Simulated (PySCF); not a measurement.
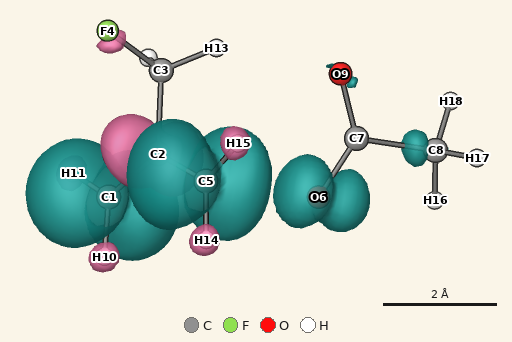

*C₆H₉FO₂ (charge −1, doublet). Isosurfaces of the spin density (α minus β) at +0.015 (teal) and −0.015 e/Å³ (pink), seen across its widest extent.*

Geometry: GFN2-xTB; at this geometry the atoms fall into two loosely joined parts.

Level of theory: PySCF 2.14.0, density-fitted response routines, UKS B3LYP, pcH-1 on C F H O, non-relativistic, mean-field spin-orbit, GIAO.

```xyz
18

C    -2.1884   -1.2618   -1.1389
C    -1.6332   -0.4746   -0.1613
C    -1.7767    1.0203   -0.2702
F    -2.9712    1.4647    0.3091
C    -0.9225   -0.9571    0.9250
O     1.2778   -0.7845    0.2969
C     1.7674    0.3550    0.4318
C     3.2933    0.4502    0.0837
O     1.2212    1.3918    0.8127
H    -2.1076   -2.3339   -1.1025
H    -2.7189   -0.8371   -1.9740
H    -1.8236    1.3503   -1.3136
H    -0.9605    1.5224    0.2554
H    -0.7852   -2.0136    1.0656
H    -0.6219   -0.3020    1.7187
H     3.5646   -0.3343   -0.6183
H     3.8632    0.3208    1.0025
H     3.5136    1.4297   -0.3342
```

Describe the spin distribution.

The unpaired spin (1 electron) lies mostly on C1 (about 0.4), C5 (about 0.4) and O6 (about 0.1), in electrons by Hirshfeld's partition.
